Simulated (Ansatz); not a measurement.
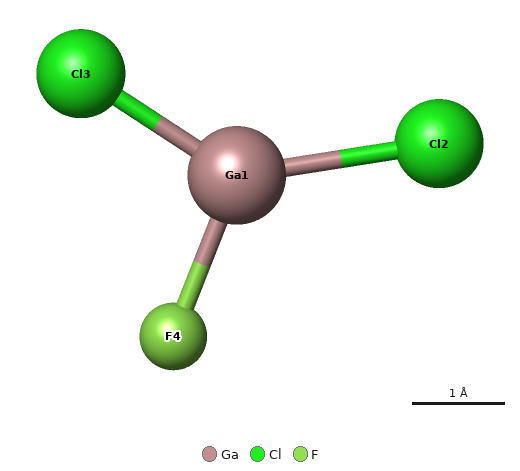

Figure 1. The structure (ball-and-stick view, seen on its broad side; atoms are numbered from 1 in the order of the input). Sticks mark near contacts. Bond lengths as drawn: Cl–Ga 2.03 to 2.25 Å and F–Ga 1.91 Å.

**GaCl2F (charge +4): single-point calculation**

System: GaCl2F, charge +4.
Method: RKS PBE0/cc-pVTZ-DK (Ansatz 0.2.0).

Some settings of this run were made unusual or wrong on purpose. The geometry comes from this level: r2SCAN-D4/def2-SVP. Figures and captions count atoms from 1; the log counts them from 0 in places.

**Input file**
```yaml
crystal:
  periodic: [false, false, false]
  atoms:
    - {symbol: Ga, position_ang: [0.034889, 0.029006, 0.147095]}
    - {symbol: Cl, position_ang: [2.265718, -0.206490, 0.014143]}
    - {symbol: Cl, position_ang: [-1.329013, 1.534399, 0.121193]}
    - {symbol: F, position_ang: [-1.062419, -1.509405, -0.151744]}
basis:
  gaussian: {orbitals: cc-pVTZ-DK}
total_charge: 4
hamiltonian: {xc: {name: PBE0}}
scf: {lower_state_search: off}
output: {forces: true}
```

Launch command:
```bash
ansatz run in.yaml --threads 4 --pin off --events-out ev --progress --plain --max-ram 3916MiB
```

**Output**
```
Functional definition: PBE0
  name "PBE0"
  cite "Adamo & Barone, J. Chem. Phys. 110, 6158 (1999) doi:10.1063/1.478522"
  cite "Perdew, Burke & Ernzerhof, Phys. Rev. Lett. 77, 3865 (1996) doi:10.1103/PhysRevLett.77.3865"
  parent pbe
  parameter a = 0.25
  parameter kappa = 0.804
  parameter beta = 0.06672455060314922
  exchange = (1 - a)*pbe_x(kappa = kappa, mu = beta*pi^2/3) + a*exact_x
  correlation = pbe_c(beta = beta)
these checks for a lower state are left out or cut short: stability, starts, cluster_reference, orbital_swaps, neighbouring_geometries, increment
1172 factors; their error is unknown
mean field evaluation 1: about -80562.3232 eV, gradient 1.7e2 eV
mean field evaluation 2: about -79129.7476 eV, gradient 5.6e2 eV
mean field evaluation 4: about -80541.6274 eV, gradient 1.5e2 eV
mean field evaluation 8: about -80635.0232 eV, gradient 1.5e1 eV
mean field evaluation 16: about -80636.4509 eV, gradient 1.9e0 eV
mean field -80636.86045725 eV, -2963.3499641767 hartree, gradient 1.1e-6 eV, S^2 0.000000; 0 other end points of the search recorded, 0 dependent functions left out
the calculation of the forces begins
reference -80636.86048049 eV, -2963.3499650307 hartree; 35, 35 occupied and 106, 106 virtual orbitals, 1172 factors
Total energy: -80636.86048049 eV, -2963.3499650307 hartree
Relativity: scalar
Atom 0 at     0.034889     0.029006     0.147095 Å, force     0.634903    -3.855150     0.124735 eV/Å
Atom 1 at     2.265718    -0.206490     0.014143 Å, force     3.339420    -0.471676    -0.149776 eV/Å
Atom 2 at    -1.329013     1.534399     0.121193 Å, force    -3.936094     3.199192    -0.116264 eV/Å
Atom 3 at    -1.062419    -1.509405    -0.151744 Å, force    -0.038229     1.127634     0.141304 eV/Å
Dipole moment:     0.848136     0.597885     0.062913 e Å
Checks for a lower state left out: stability, starts, cluster_reference, orbital_swaps, neighbouring_geometries, increment
```

**What the run reported**

| quantity | value |
| --- | --- |
| outcome | converged |
| total energy | −80636.8605 eV |
| largest force (length of the vector) | 5.074 eV/Å |
| hardware | 4 threads of Arm Neoverse V1, 23 GiB of memory available, shared host |
| wall time | 4.2 s (CPU time 16 s) |
| peak memory | 0.38 GiB |

**Diagnosis**

A setting was made wrong on purpose: charge. The program still converged, but the numbers can't be taken as results for the intended system.
